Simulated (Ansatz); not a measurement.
**Nudged elastic band of BSiH$_{6}$OF**

- system: BSiH$_{6}$OF
- method: RKS LDA/6-31G* (Ansatz 0.2.0)

One setting was made poor on purpose. It belongs to a series of runs on one base structure; here: an input spoilt on purpose.

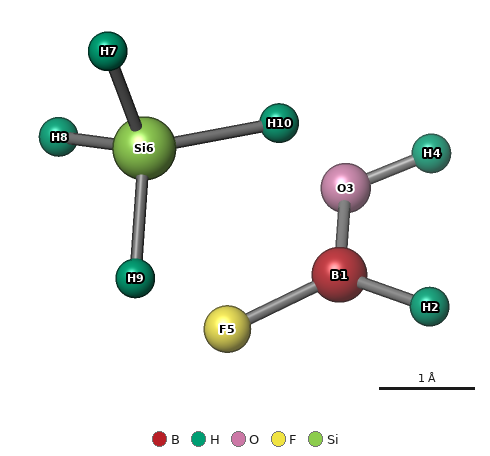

*The structure as given in the input (ball-and-stick view, seen at a tilt; atoms are numbered from 1 in the order of the input).*

Bond lengths as drawn: B–F 1.33 Å, B–H 1.21 Å, B–O 1.35 Å, H–O 0.98 Å and H–Si 1.50 Å.

**Outcome**

| quantity | value |
| --- | --- |
| outcome | refused by the program |
| hardware | 1 thread of Arm Neoverse V2, 24 GiB of memory available, shared host |

**What went wrong**

The program refused the input: “2 input errors — fix all and re-run 1. invalid value for `neb.images`: must be ≥ 1; got 0 2 …” A deliberately poor setting: bad input.

**The input**
```yaml
crystal:
  periodic: [false, false, false]
  atoms:
    - { symbol: B, position_ang: [-0.039641, -0.461181, -0.265047] }
    - { symbol: H, position_ang: [-0.483435, -1.13359, 0.638273] }
    - { symbol: O, position_ang: [1.168124, -0.661206, -0.82522] }
    - { symbol: H, position_ang: [1.642064, -1.400673, -0.39788] }
    - { symbol: F, position_ang: [-0.781173, 0.518536, -0.768352] }
    - { symbol: Si, position_ang: [0.113849, 2.597734, 1.173185] }
    - { symbol: H, position_ang: [0.644656, 3.597234, 2.160049] }
    - { symbol: H, position_ang: [0.550118, 2.975794, -0.20729] }
    - { symbol: H, position_ang: [-1.380138, 2.55674, 1.264109] }
    - { symbol: H, position_ang: [0.674575, 1.247013, 1.523075] }
basis:
  gaussian: { orbitals: "6-31G*" }
hamiltonian:
  xc: lda
neb:
  order_check: false
  images: 0
  f_tol: 0.05
  max_iterations: 8
  final_atoms:
    - { symbol: B, position_ang: [0.56636071, 0.36001372, -0.28770844] }
    - { symbol: H, position_ang: [-0.86433587, 0.02604302, 2.22473553] }
    - { symbol: O, position_ang: [1.32400185, 0.1540282, -1.38258014] }
    - { symbol: H, position_ang: [1.39672081, -0.80454375, -1.59212854] }
    - { symbol: F, position_ang: [0.03867863, -0.6999659, 0.33683861] }
    - { symbol: Si, position_ang: [0.25815309, 2.23280664, 0.39241487] }
    - { symbol: H, position_ang: [0.90324883, 2.41339991, 1.7382543] }
    - { symbol: H, position_ang: [0.82840529, 3.25734417, -0.54455702] }
    - { symbol: H, position_ang: [-1.20952866, 2.50556229, 0.56499157] }
    - { symbol: H, position_ang: [-1.13270568, 0.3917127, 2.84464125] }
  initial_path:
    images:
      - { positions_ang: [[-0.039641, -0.461181, -0.265047], [-0.483435, -1.13359, 0.638273], [1.168124, -0.661206, -0.82522], [1.642064, -1.400673, -0.39788], [-0.781173, 0.518536, -0.768352], [0.113849, 2.597734, 1.173185], [0.644656, 3.597234, 2.160049], [0.550118, 2.975794, -0.20729], [-1.380138, 2.55674, 1.264109], [0.674575, 1.247013, 1.523075]] }
      - { positions_ang: [[-0.02267095, -0.3102661, -0.17194626], [-0.32106225, -0.75062578, 0.94353319], [1.19067413, -0.44342513, -0.77841778], [1.60976526, -1.25351116, -0.53976763], [-0.89695416, 0.3359174, -0.72927616], [0.10548146, 2.44378864, 1.0125136], [0.6491139, 3.1324423, 2.11800556], [0.67349863, 2.95300891, -0.21424228], [-1.34059429, 2.6014903, 1.078561], [0.46174727, 1.12758163, 1.57593876]] }
      - { positions_ang: [[-0.00570089, -0.15935121, -0.07884551], [-0.1586895, -0.36766157, 1.24879338], [1.21322425, -0.22564427, -0.73161556], [1.57746652, -1.10634931, -0.68165525], [-1.01273533, 0.1532988, -0.69020032], [0.09711392, 2.28984328, 0.8518422], [0.6535718, 2.6676506, 2.07596212], [0.79687926, 2.93022381, -0.22119457], [-1.30105058, 2.64624059, 0.89301299], [0.24891955, 1.00815026, 1.62880252]] }
      - { positions_ang: [[0.01126916, -0.00843631, 0.01425523], [0.00368325, 0.01530265, 1.55405356], [1.23577438, -0.0078634, -0.68481334], [1.54516779, -0.95918747, -0.82354288], [-1.12851649, -0.0293198, -0.65112448], [0.08874638, 2.13589793, 0.6911708], [0.6580297, 2.20285891, 2.03391868], [0.92025989, 2.90743872, -0.22814685], [-1.26150688, 2.69099089, 0.70746499], [0.03609182, 0.88871889, 1.68166629]] }
      - { positions_ang: [[0.19629968, 0.11438037, -0.08639933], [-0.28565646, 0.01888277, 1.77761422], [1.26518353, 0.04610047, -0.91740227], [1.49568546, -0.90763956, -1.0797381], [-0.73945145, -0.2528685, -0.32180345], [0.14521528, 2.16820083, 0.59158549], [0.73976941, 2.27303924, 1.93536389], [0.88964169, 3.02407387, -0.33361691], [-1.2441808, 2.62918136, 0.65997385], [-0.35350734, 0.72305016, 2.06932461]] }
      - { positions_ang: [[0.38133019, 0.23719705, -0.18705389], [-0.57499616, 0.02246289, 2.00117487], [1.29459269, 0.10006433, -1.14999121], [1.44620313, -0.85609165, -1.33593332], [-0.35038641, -0.4764172, 0.00751758], [0.20168419, 2.20050373, 0.49200018], [0.82150912, 2.34321958, 1.8368091], [0.85902349, 3.14070902, -0.43908696], [-1.22685473, 2.56737182, 0.61248271], [-0.74310651, 0.55738143, 2.45698293]] }
      - { positions_ang: [[0.56636071, 0.36001372, -0.28770844], [-0.86433587, 0.02604302, 2.22473553], [1.32400185, 0.1540282, -1.38258014], [1.39672081, -0.80454375, -1.59212854], [0.03867863, -0.6999659, 0.33683861], [0.25815309, 2.23280664, 0.39241487], [0.90324883, 2.41339991, 1.7382543], [0.82840529, 3.25734417, -0.54455702], [-1.20952866, 2.50556229, 0.56499157], [-1.13270568, 0.3917127, 2.84464125]] }
```

Launch command:
```bash
ansatz run input.yaml --threads 1 --pin off --max-ram 2048MiB --backend cpu --events-out ev --progress --plain --runs-dir out
```

**Log**
```
Error: 2 input errors — fix all and re-run
  1. invalid value for `neb.images`: must be ≥ 1; got 0
  2. invalid value for `neb.initial_path`: its number of entries is 7 where neb.images is 0 — a listed band holds both endpoints and every movable image in path order, neb.images + 2 = 2 entries, and is never re-spaced: set neb.images to 5, or list 2 entries
```
